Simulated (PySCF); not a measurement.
C6H7O2 (doublet)

```xyz
15

C     2.4269    0.2823   -0.0190
O     1.3393   -0.0618    0.8042
C     0.0891   -0.0577    0.2549
C    -0.2170    0.2422   -1.0053
O    -1.4789    0.2400   -1.5383
C    -2.4954   -0.1105   -0.6565
C    -2.2505   -0.4122    0.5859
C    -0.9658   -0.4517    1.2875
H     3.3101    0.2136    0.6137
H     2.3301    1.3029   -0.4024
H     2.5255   -0.4103   -0.8608
H     0.5065    0.5235   -1.7544
H    -3.4569   -0.0918   -1.1406
H    -0.9305    0.2493    2.1296
H    -0.7370   -1.4496    1.6795
```

Geometry: GFN2-xTB.

The calculation used UKS B3LYP, pcH-1 on C H O, non-relativistic, mean-field spin-orbit, GIAO (PySCF 2.14.0, density-fitted response routines).

Question: What can the converged electron density, electron localisation function and spin density tell about the bonding?

Answer: C–C (1.30 Å): ρ is about 2.4 e/Å³ halfway; the ELF peaks at about 0.95 between the atoms (a multiple bond).
C–O (1.37 Å): the density is about 2.3 e/Å³ at the midpoint, with its minimum of 2 e/Å³ about 0.5 Å from C; the ELF peaks at about 0.90 between the atoms; a polar covalent bond.
C–H (1.08 Å): ρ is about 2.1 e/Å³ halfway; the ELF climbs to about 1 towards the hydrogen, as it does in any bond to H; a covalent bond by its length.
C–O (1.41 Å): ρ at the midpoint is about 2 e/Å³, with its minimum of 1.8 e/Å³ about 0.5 Å from C; the ELF peaks at about 0.90 between the atoms: a shared but strongly polarised pair.
The unpaired spin (1 electron) lies mostly on C7 (about 0.8), in electrons by Hirshfeld's partition.

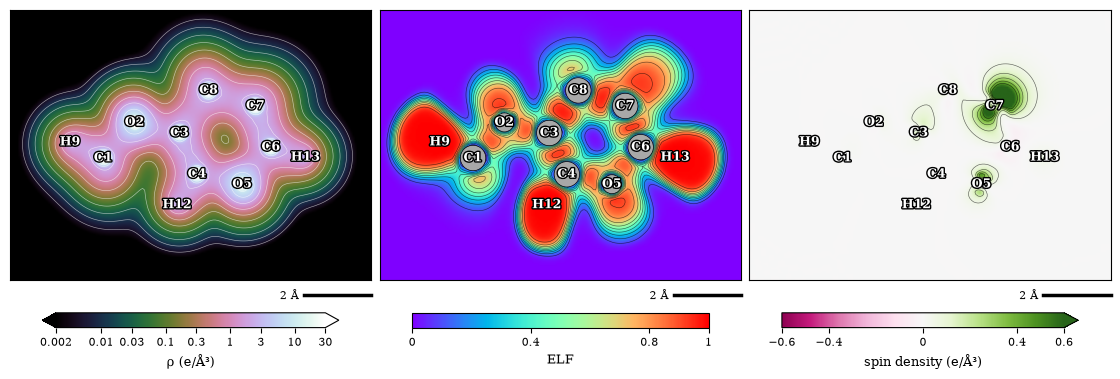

Computed electron density, electron localisation function and spin density on the plane of atoms O2, C3 and C4, in this order. Grey discs cover the atomic cores in the ELF map. 
